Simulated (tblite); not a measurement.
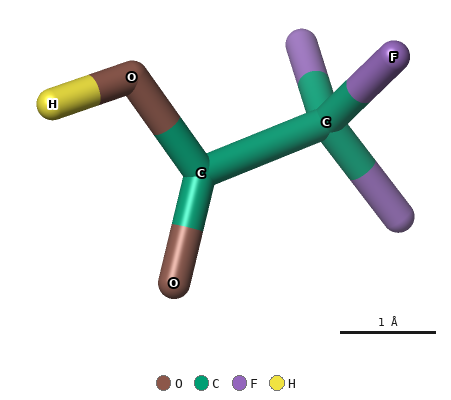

**Figure 1.** The structure as given in the input (stick view, seen at a tilt). Bond lengths as drawn: C–C 1.56 Å, C–F 1.33 to 1.34 Å, C–O 1.19 to 1.32 Å and H–O 0.97 Å.

# Run report: C₂HF₃O₂, relaxed scan

C₂HF₃O₂, SMILES O=C(O)C(F)(F)F, computed with GFN2-xTB relaxed scan under a harmonic restraint, gas phase (tblite 0.8.0).

**Input**
```
{"job": {"xc": "GFN2-xTB", "basis": "xTB", "coordinate": [["t", [0, 1, 2, 7], 0.5], ["t", [3, 1, 2, 7], 0.5]], "kind": "drive"}, "charge": 0, "multiplicity": 1}
O      1.014215     1.445226    -0.041830
C      0.588283     0.333666    -0.046140
O      1.280536    -0.780693    -0.158217
C     -0.927394    -0.009587     0.085921
F     -1.361025    -0.683757    -0.983829
F     -1.154427    -0.771316     1.160701
F     -1.666656     1.088978     0.202106
H      2.235525    -0.613105    -0.243278
```

The first line tells a small driver script what to run in tblite; the rest is the geometry in Å.

Run on 1 CPU thread, shared host.

Command:
```bash
OMP_NUM_THREADS=1 python <driver script> task.json out
```

**Log**
```
point  coordinate     E/eV
  0    -75.600     -737.80344
  1    -61.000     -737.71186
  2    -46.300     -737.57984
  3    -31.200     -737.43528
  4    -15.800     -737.31545
  5     -0.100     -737.25966
  6     15.500     -737.28368
  7     30.800     -737.36565
  8     45.900     -737.46634
  9     60.700     -737.55338
 10     75.300     -737.60758
 11     90.000     -737.62224
```

**Summary**

| quantity | value |
| --- | --- |
| outcome | converged |
| wall time | 0.6 s |
| peak memory | 0.19 GiB |
